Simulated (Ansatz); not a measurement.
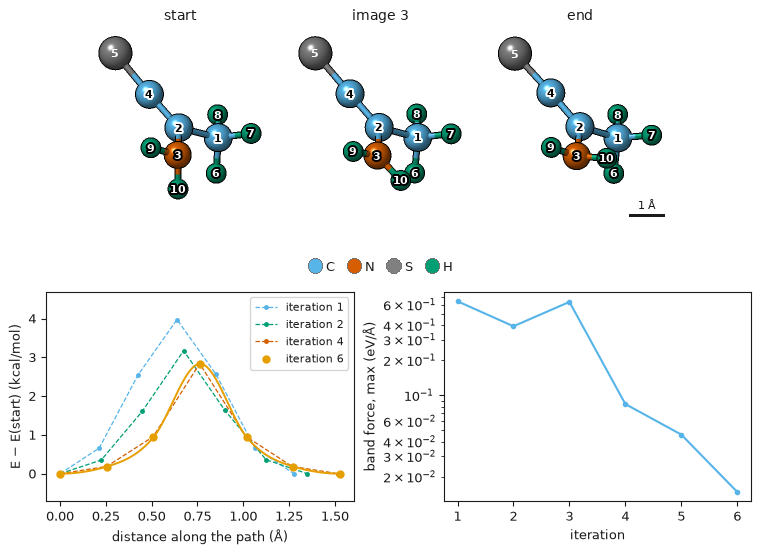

A nudged-elastic-band calculation for C3H5NS. Images are numbered from 0 (start) to 6 (end). The plot follows the band through its iterations. A ball-and-stick model, seen from a free direction.

Method: RHF/def2-SVP in Ansatz 0.2.0. Settings: 5 movable images; climbing image; force threshold 0.03 eV/Å; iteration limit 60; spring constant 50.0 eV/Å²; starting path by image-dependent pair potential.

> Did the band converge, and can the barrier be trusted?

The run is converged, with reservations. The band converged in 6 iterations. The largest component of the band force went from 0.64 to 0.015 eV/Å. The climbing image converged on the top of the path. Its curvatures weren't checked. The spring constant is far from the usual few eV/Å², which spoils the spacing or the steps. The first iteration put the highest image at 3.97 kcal/mol. The two ends have the same energy, and the highest point, image 3, lies 2.83 kcal/mol above the start.

Cost: 72 s on 1 thread of Arm Neoverse V1, on a shared host, peak memory 0.28 GiB.
